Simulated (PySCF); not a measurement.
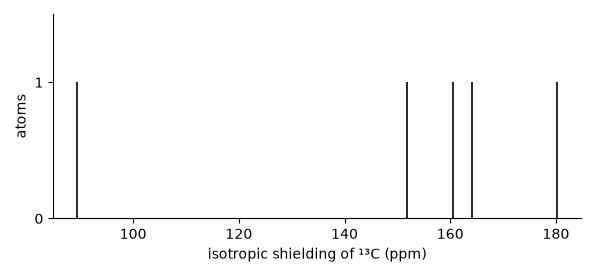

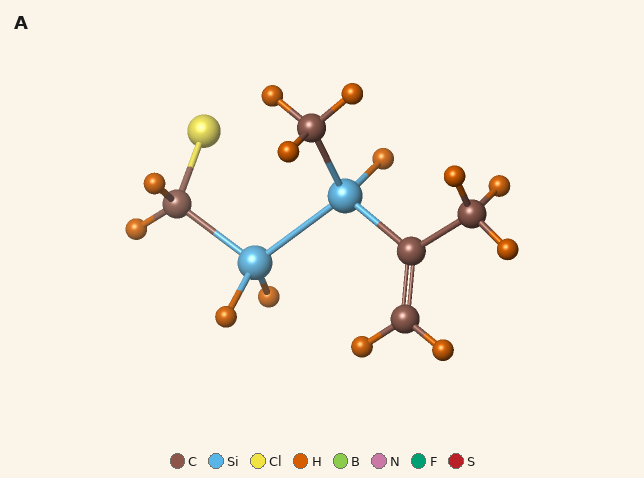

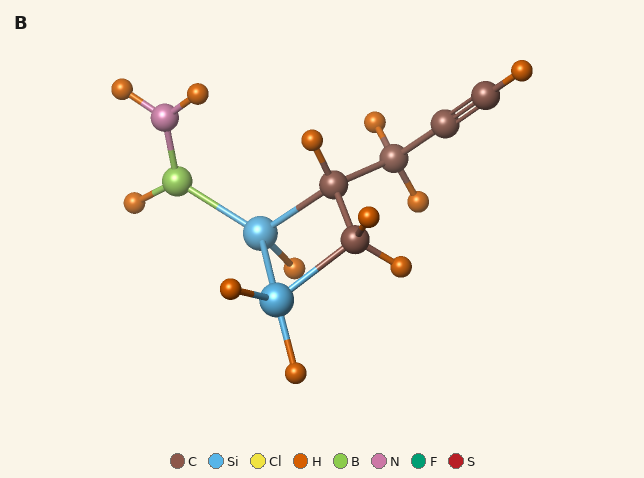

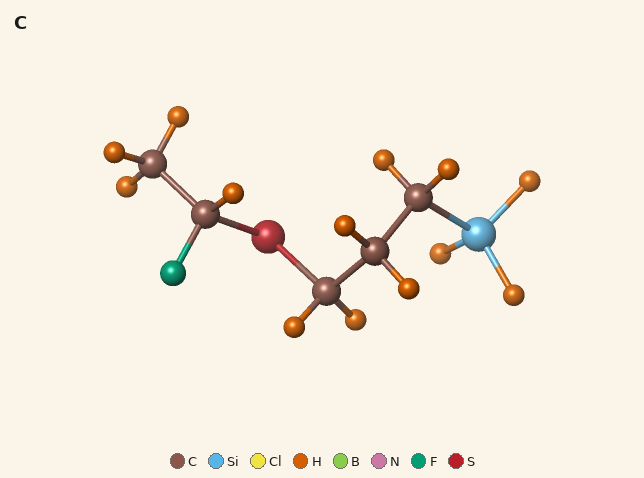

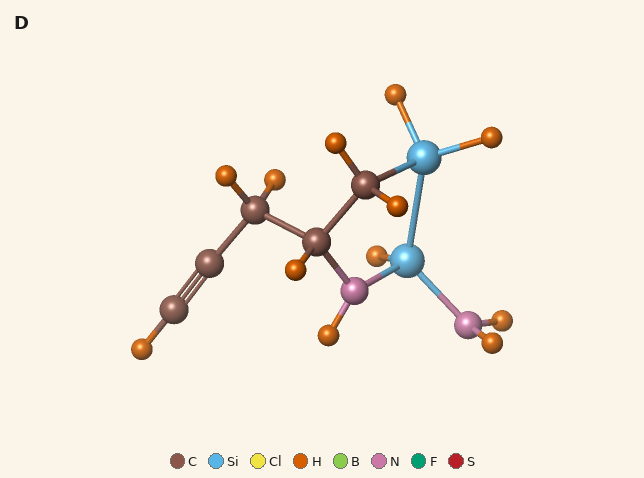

The sticks are computed shieldings of one of the molecules, for one fixed geometry (GFN2-xTB) without averaging over rotations. Low shielding means a high chemical shift. Method: GIAO PBE0/pcSseg-1 NMR shielding, non-relativistic, gas phase (PySCF 2.14.0).

> Match the spectrum to a structure.

C, `C[C@@H](F)SCCC[SiH3]`. Its 5 C atoms give lines at 89.4, 151.9, 160.6, 164.1, 180.2 ppm.

The geometry is semi-empirical. Around B, Si such bond lengths and angles can be off by a tenth of an ångström or more and by several degrees, and values that hang on the shape move with them.
